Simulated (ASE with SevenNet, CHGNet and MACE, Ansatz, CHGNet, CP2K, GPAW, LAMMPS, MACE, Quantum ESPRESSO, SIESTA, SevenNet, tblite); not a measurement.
# Machine-learned potentials runs on amorphous Si (114 atoms)

Aim: run amorphous Si (114 atoms) in machine-learned potentials and see how near its forces come to a plane-wave reference, and at what cost.

Method: the method is named at each step, in ASE with SevenNet, CHGNet and MACE.

### 1. Set-up

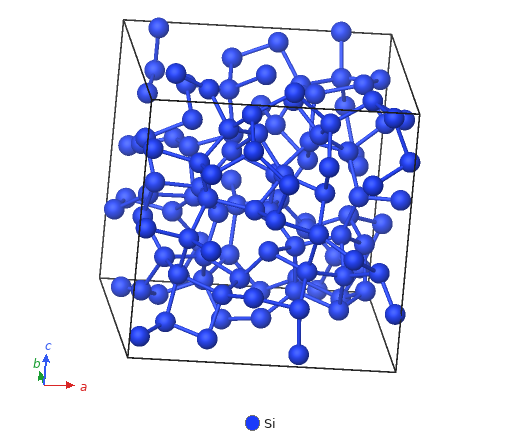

Start, viewed slightly off an axis; silicon blue. Some periodic images of atoms are drawn too.

The cell holds 114 atoms: 114 Si. Cell: a = 13.280 Å, b = 13.280 Å, c = 13.280 Å, α = 90.0°, β = 90.0°, γ = 90.0°. 114 atoms (114 Si) placed at random at 2.27 g/cm³, melted at 3500 K for 10 ps at fixed volume with the Tersoff potential (Tersoff, Phys. Rev. B 39, 5566 (1989)). Quenched from 3500 K to 700 K at 10 K/ps and fixed volume, annealed at 1200 K for 20 ps, held 5 ps.

The yardstick, on the same geometry:

| Property | Result |
| --- | --- |
| method | Kohn-Sham DFT, PBE, PAW, plane waves (Ansatz 0.2.0); cutoff 420 eV, Γ point, fermi-dirac smearing of 0.05 eV; PAW set soft_2 |
| r.m.s. force component | 0.8109 eV/Å |
| longest force | 3.958 eV/Å |
| pressure | 0.7867 GPa |
| SCF cycles | 10 |
| time | 14 s on 8 threads of Arm Neoverse V2, shared host |
| CPU time | 1.7 min |

### 2. SevenNet 0 potential

Method: machine-learned interatomic potential SevenNet 0, trained on PBE(+U) plane-wave data.

Contents of run.py:

```python
import numpy as np
from ase.io import read
import mlip  # loads the published weights by name

atoms = read("structure.xyz")
atoms.calc = mlip.calc("7net-0")
energy = atoms.get_potential_energy()
forces = atoms.get_forces()
print(f"energy {energy:.6f} eV")
print("forces (eV/A)")
for i, (a, f) in enumerate(zip(atoms, forces)):
    print(f"{i:4d} {a.symbol:2s} {f[0]:10.5f} {f[1]:10.5f} {f[2]:10.5f}")
stress = -atoms.get_stress(voigt=False) * 160.21766
print("stress (GPa, compression positive)")
for row in stress:
    print(" ".join(f"{x:10.4f}" for x in row))
```

Contents of structure.xyz:

```xyz
114
Lattice="13.28010 0.00000 0.00000 0.00000 13.28010 0.00000 0.00000 0.00000 13.28010" Properties=species:S:1:pos:R:3 pbc="T T T"
Si 3.62162 6.04603 7.11481
Si 8.72011 10.94333 11.13417
Si 3.72427 3.78084 7.24151
Si 9.09687 4.90022 10.47309
Si 4.16836 6.47086 3.45787
Si 4.06437 1.77927 0.64422
Si 7.26860 7.28188 5.69982
Si 10.72408 0.12762 5.57924
Si 4.43024 8.11892 1.76400
Si 3.62932 0.08061 5.65626
Si 4.62519 12.02872 2.49892
Si 11.26179 4.52772 7.51468
Si 9.02808 7.86262 9.20112
Si 1.28272 5.67379 7.35372
Si 0.83744 7.26740 9.10670
Si 12.23403 1.65311 4.52559
Si 11.48476 8.33419 12.12473
Si 2.76107 2.27037 5.58574
Si 9.23711 9.68624 7.71786
Si 4.76025 7.32225 5.47299
Si 6.00287 3.12999 6.96701
Si 11.31212 8.26500 1.12323
Si 8.48479 5.61589 4.47978
Si 0.61606 1.01633 0.82111
Si 9.51506 9.82674 4.14658
Si 7.32451 6.65599 7.82981
Si 11.80667 9.99739 7.43739
Si 7.50445 9.75742 0.83598
Si 5.99836 0.51992 3.25057
Si 2.33398 8.48917 0.76507
Si 12.21450 1.35138 12.60242
Si 3.05256 2.99148 9.27296
Si 8.75105 6.06569 2.06638
Si 2.06745 2.82587 1.09242
Si 9.24521 1.41486 9.87880
Si 10.77428 13.18435 0.01859
Si 0.81234 12.35647 4.44326
Si 6.03979 10.44958 4.97366
Si 3.40913 10.26950 7.89382
Si 6.77272 0.85789 7.18892
Si 5.98654 12.83389 5.51748
Si 11.37321 12.27812 2.07927
Si 0.70185 10.23391 0.52802
Si 13.27598 10.14879 4.50740
Si 0.91912 9.40098 8.16487
Si 9.78225 12.33482 3.67527
Si 5.32559 0.41460 10.79473
Si 8.74800 2.29626 4.20674
Si 5.06503 9.79925 11.06684
Si 1.44434 8.94999 5.73740
Si 5.10487 6.98653 8.77084
Si 0.98937 6.75399 5.23595
Si 13.23070 3.74565 7.69024
Si 3.80063 9.61612 5.54989
Si 9.32834 3.00688 11.63350
Si 3.40010 0.63107 9.41360
[... 54 atom lines left out ...]
Si 11.37454 3.54738 12.75673
Si 8.48346 0.54913 0.46680
Si 8.30750 0.50212 2.81419
Si 2.92614 12.51464 7.61693
```

Run with:

```bash
$ OMP_NUM_THREADS=1 python run.py > output.txt
```

Log:

```text
energy -589.389771 eV
forces (eV/A)
   0 Si    0.46154    0.30885    0.15503
   1 Si   -0.09328   -0.43764    0.37228
   2 Si    0.44188   -0.74323   -0.79427
   3 Si    0.13424    0.25766   -0.93469
   4 Si    0.77024   -0.52758   -0.67653
   5 Si   -0.03205   -0.62194   -0.12003
   6 Si   -0.53187    0.00583   -1.07388
   7 Si    0.35994   -0.48605   -0.23384
   8 Si   -0.20193    0.65651    0.95685
   9 Si    0.79189   -0.28884   -0.87326
  10 Si    0.44292   -0.71499    0.36298
  11 Si   -3.33746    0.61537    0.43384
  12 Si    0.03280   -0.68911   -0.76409
  13 Si   -0.17552    0.82232   -0.18486
  14 Si    0.81602   -0.46889    0.08293
  15 Si   -1.22140    1.08255   -0.16592
  16 Si    0.03588    0.21044   -0.81644
  17 Si    0.32950    0.19578    0.18197
  18 Si    0.17606    0.30927    0.04933
  19 Si    0.40225    0.33274    0.44166
  20 Si    0.36928    0.05704   -0.49867
  21 Si   -0.40639    1.07797    0.50619
  22 Si   -0.55890    0.23598    0.09088
  23 Si    0.46429    0.34289    0.22174
[...]
106 Si    0.07641    0.83287    0.01567
 107 Si    0.39190    0.73370    0.34097
 108 Si    0.10618   -0.17688    0.48080
 109 Si    0.07456   -0.19946   -0.71329
 110 Si   -0.46929   -0.17084    0.37527
 111 Si    0.26195    0.81126    0.29907
 112 Si   -0.89737    0.39790   -0.51604
 113 Si   -0.09020   -0.04645    0.74423
stress (GPa, compression positive)
    1.3056     0.2181    -0.2355
    0.2181     0.3183    -0.6889
   -0.2355    -0.6889     1.1159
```

Run time: 6.8 s. Hardware: 1 thread of Arm Neoverse V2, shared host; peak memory 0.87 GiB.

Banners, paths, timers and routine set-up lines are dropped from the logs unmarked, and long logs keep their key lines alone; longer cuts are marked.

Numbers from this run, and their distance from the reference:

* r.m.s. force component: 0.6384 eV/Å
* r.m.s. difference of force components: 238.1 meV/Å
* longest difference of force vectors: 777.8 meV/Å
* force difference over r.m.s. force: 29.36 %
* slope of forces against the reference's: 0.7668
* correlation of force components: 0.974
* pressure: 0.9133 GPa
* pressure difference: 0.1266 GPa

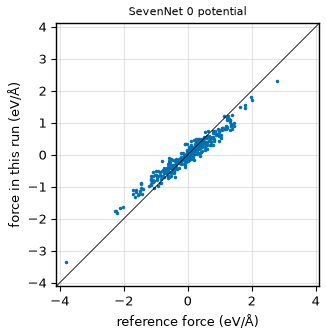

Force components against those of the reference; the line marks equality.

Local excerpt of 14 atoms (numbers count through the whole input) about Si58, picked at random; x, y, z are measured from there.

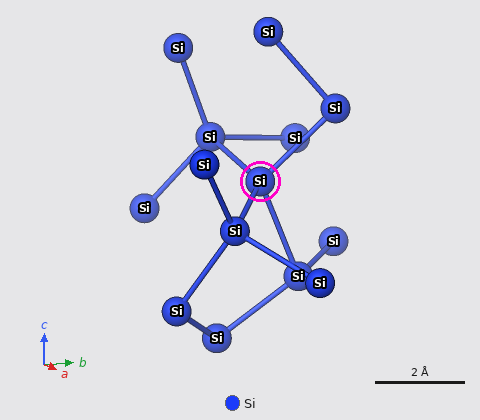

The atoms of the table, within 3.8 Å (arrows a, b, c point along x, y, z); some may hide others; the central atom is ringed.

| atom | x | y | z | distance (Å) | bonds | Fx | Fy | Fz (eV/Å) |
| --- | --- | --- | --- | --- | --- | --- | --- | --- |
| Si58 | 0.00 | 0.00 | 0.00 | 0.00 | 4 | -0.84 | 0.90 | -0.13 |
| Si8 | 1.71 | -1.17 | -0.86 | 2.25 | 4 | 0.36 | -0.49 | -0.23 |
| Si88 | 0.35 | 1.67 | 1.64 | 2.37 | 4 | 0.73 | 0.09 | -0.25 |
| Si40 | -2.24 | -0.44 | 0.75 | 2.40 | 4 | 0.58 | 0.42 | -0.02 |
| Si48 | -0.27 | 1.00 | -2.24 | 2.46 | 4 | -0.03 | 0.27 | 0.44 |
| Si35 | 0.23 | 0.12 | 3.44 | 3.45 | 4 | 0.24 | -0.55 | -0.52 |
| Si21 | -3.01 | 1.83 | 0.52 | 3.56 | 4 | 0.37 | 0.06 | -0.50 |
| Si41 | -3.03 | -1.75 | -0.93 | 3.62 | 4 | -0.78 | -0.15 | -1.04 |
| Si86 | -2.06 | 2.43 | -1.73 | 3.62 | 4 | 0.53 | 0.16 | 0.65 |
| Si46 | 0.77 | -2.25 | -2.77 | 3.65 | 4 | 0.00 | -1.64 | 1.11 |
| Si97 | -1.85 | -1.34 | 2.86 | 3.66 | 4 | 0.50 | 0.29 | 0.21 |
| Si60 | 2.85 | -2.28 | 0.85 | 3.75 | 4 | 0.12 | 0.50 | 0.72 |
| Si16 | 3.22 | 0.35 | -1.92 | 3.76 | 4 | -1.22 | 1.08 | -0.17 |
| Si113 | -0.71 | -0.80 | -3.63 | 3.78 | 4 | -0.90 | 0.40 | -0.52 |

Atoms are counted from 1 here, from 0 in the log.

Forces lie 29 % from the reference's, at 0.066 times its CPU time (on 1 against 8 cores).

### 3. CHGNet r2SCAN potential

Method: machine-learned interatomic potential CHGNet r2SCAN, trained on r2SCAN plane-wave data.

Changes to run.py since step 2:

```diff
@@ -5,3 +5,3 @@
 atoms = read("structure.xyz")
-atoms.calc = mlip.calc("7net-0")
+atoms.calc = mlip.calc("chgnet-r2scan")
 energy = atoms.get_potential_energy()
```

structure.xyz is that of step 2.

Log:

```text
CHGNet vr2scan initialized with 412,525 parameters
CHGNet will run on cpu
energy -974.264954 eV
forces (eV/A)
   0 Si    0.37389    0.09491    0.19435
   1 Si    0.00379   -0.41318    0.19373
   2 Si    0.66793   -0.84536   -0.60125
   3 Si   -0.11545    0.08713   -0.31654
   4 Si    0.63455   -0.45530   -0.11627
   5 Si   -0.01554   -0.40303   -0.16613
   6 Si   -0.53582   -0.33301   -0.38688
   7 Si   -0.03943   -0.30512    0.00212
   8 Si   -0.14579    0.36854    0.50020
   9 Si    0.69471   -0.49297   -0.18743
  10 Si    0.18747   -0.48685   -0.17923
  11 Si   -2.12364    0.29332    0.42419
  12 Si    0.28897   -0.48173   -0.73672
  13 Si   -0.26430    0.89999   -0.13105
  14 Si    0.66021   -0.37414    0.00088
  15 Si   -0.71566    0.80271   -0.29989
  16 Si    0.04065    0.14045   -0.48628
  17 Si    0.07692    0.35760   -0.01057
  18 Si    0.22317    0.25063    0.39321
  19 Si    0.26688    0.13190   -0.13620
  20 Si    0.26346    0.23176   -0.37815
  21 Si   -0.33276    0.54509    0.45367
  22 Si   -0.56843    0.29385    0.14878
  23 Si    0.12854    0.18551    0.19835
[...]
106 Si    0.18123    0.46295   -0.21065
 107 Si    0.33025    0.51808    0.00892
 108 Si    0.13713    0.09371    0.61944
 109 Si    0.34920    0.17592   -0.51228
 110 Si   -0.33738    0.04039    0.35601
 111 Si    0.00090    0.55455    0.15690
 112 Si   -0.59669    0.18685   -0.25797
 113 Si    0.11687    0.11048    0.35640
stress (GPa, compression positive)
   -0.2578     0.2162    -0.1172
    0.2162    -1.2301    -0.5208
   -0.1172    -0.5208    -0.7483
```

It took 3.2 s on 1 thread; peak memory 0.87 GiB.

Against the reference:

| Item | Value |
| --- | --- |
| r.m.s. force component | 0.4568 eV/Å |
| r.m.s. difference of force components | 424.8 meV/Å |
| longest difference of force vectors | 1793 meV/Å |
| force difference over r.m.s. force | 52.39 % |
| slope of forces against the reference's | 0.5214 |
| correlation of force components | 0.9257 |
| pressure | -0.7454 GPa |
| pressure difference | -1.532 GPa |

Against the first run (29 %), the force difference from the reference is 52 %, at 0.46 times the CPU time; this potential was trained at another functional than the reference's, which explains only part of so large a difference.

### 4. MACE MPA-0 medium potential

Method: machine-learned interatomic potential MACE MPA-0 medium, trained on PBE(+U) plane-wave data.

Changes to run.py since step 3:

```diff
@@ -5,3 +5,3 @@
 atoms = read("structure.xyz")
-atoms.calc = mlip.calc("chgnet-r2scan")
+atoms.calc = mlip.calc("mace-mpa-0-medium")
 energy = atoms.get_potential_energy()
```

structure.xyz is that of step 3.

Log:

```text
energy -589.763886 eV
forces (eV/A)
   0 Si    0.30770    0.57232    0.05170
   1 Si   -0.38100   -0.62393    0.46274
   2 Si    0.68275   -1.01318   -0.85265
   3 Si    0.28551    0.32698   -0.91572
   4 Si    0.81092   -0.53960   -0.66615
   5 Si   -0.04365   -0.86050   -0.26347
   6 Si   -0.69808   -0.01092   -1.09832
   7 Si    0.40318   -0.47178   -0.27156
   8 Si   -0.07535    0.75873    1.15386
   9 Si    0.90053   -0.32919   -0.78977
  10 Si    0.44366   -0.65389    0.29460
  11 Si   -3.41124    0.80183    0.65526
  12 Si   -0.00056   -0.79323   -0.89326
  13 Si   -0.33237    0.77384   -0.17327
  14 Si    0.91610   -0.50881    0.10177
  15 Si   -1.28370    1.04953   -0.26087
  16 Si   -0.03609    0.16992   -0.86414
  17 Si    0.17313    0.29279    0.20784
  18 Si    0.47081    0.44072    0.11552
  19 Si    0.53306    0.33573    0.22737
  20 Si    0.30185    0.03524   -0.39036
  21 Si   -0.41131    1.27015    0.47160
  22 Si   -0.60124    0.20216    0.13694
  23 Si    0.56335    0.43040    0.26257
[...]
106 Si    0.10172    1.00189    0.07917
 107 Si    0.38460    0.69267    0.24202
 108 Si    0.00939   -0.03676    0.52490
 109 Si    0.01907   -0.07691   -0.87326
 110 Si   -0.51341   -0.16249    0.33485
 111 Si    0.25691    1.18433    0.35079
 112 Si   -0.93833    0.28557   -0.61229
 113 Si    0.03401    0.04513    0.63853
stress (GPa, compression positive)
    1.4574     0.3248    -0.2856
    0.3248     0.1522    -0.9247
   -0.2856    -0.9247     0.8990
```

Run time: 7.5 s. Hardware: 1 thread; peak memory 1 GiB.

Against the reference:

| Quantity | Value |
| --- | --- |
| r.m.s. force component | 0.693 eV/Å |
| r.m.s. difference of force components | 185.1 meV/Å |
| longest difference of force vectors | 666.4 meV/Å |
| force difference over r.m.s. force | 22.83 % |
| slope of forces against the reference's | 0.8391 |
| correlation of force components | 0.9819 |
| pressure | 0.8362 GPa |
| pressure difference | 0.0495 GPa |

Against the first run (29 %), the force difference from the reference is 23 %, at 1.1 times the CPU time.

### 5. All runs compared

Differences are against the plane-wave reference, forces as r.m.s. over components; share is that over the reference's r.m.s. force, slope the least-squares factor from reference forces to these. Total energies of different programs have different zeros and aren't compared.

| run | Δ force, r.m.s. (meV/Å) | share (%) | slope | Δ pressure (GPa) | cores | CPU time | memory (GiB) |
| --- | --- | --- | --- | --- | --- | --- | --- |
| reference | - | - | - | - | 8 | 1.7 min | 2.5 |
| SevenNet 0 potential | 238 | 29.4 | 0.767 | 0.127 | 1 | 6.8 s | 0.87 |
| CHGNet r2SCAN potential | 425 | 52.4 | 0.521 | -1.53 | 1 | 3.1 s | 0.87 |
| MACE MPA-0 medium potential | 185 | 22.8 | 0.839 | 0.0495 | 1 | 7.5 s | 1.0 |

Times of the machine-learned potentials are mostly Python's start and the loading of weights.

CPU time is summed over cores on a shared host, where runs went side by side, so it is rough. Symmetry, cutoffs, thresholds, outputs and thread counts weren't matched or tuned between programs; memory under MPI is the largest rank's times the ranks.

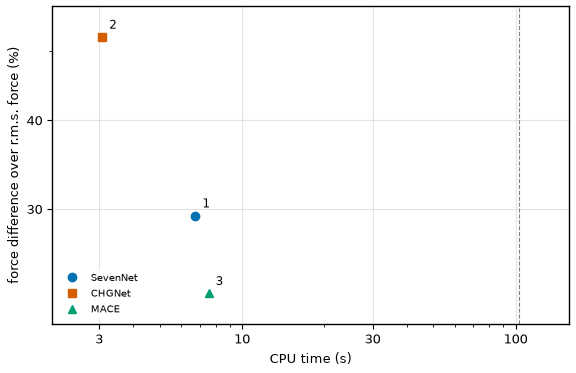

Force difference against CPU time; the dashed line marks the reference's time. Points: 1 SevenNet 0 potential; 2 CHGNet r2SCAN potential; 3 MACE MPA-0 medium potential.

### 6. Outcome

```yaml
nearest_in_forces: MACE MPA-0 medium potential, 23 %
its_cpu_time: 7.5 s
```

Machine-learned potentials differ by 23 % (MACE MPA-0 medium potential) to 52 % (CHGNet r2SCAN potential); they were trained on other programs' data, some at another functional. Among those trained on PBE data the slope goes as low as 0.77, which softening far from their training structures can give, though the reference's k-sampling is untested too. Machine-learned potentials mimic data converged in k, so the reference's own k-point error enters their differences. The quench rate of 10 K/ps is many orders above laboratory rates, so the cell is likely richer in defects and strain than a real sample. The network of bonds at the start is that of the classical potential that made the cell, and needn't be the one that DFT or experiment would give. The electronic-structure runs sample only Γ, in a cell whose shortest periodic width is 13 Å, which is coarse for a cell with partly filled levels.

[Also dropped from logs without a mark: logging warnings of Python, and SIESTA's first energy breakdown and zero terms.]

[Logs are printed without paths, hosts, clocks, repeated set-up lines and the standing remarks that a program may print on its own settings, such as how far it seeks lower states.]

[Hosts, paths, dates, database ids (printed as entryN), source tags and the programs' standing remarks are cut or masked in the printed files.]
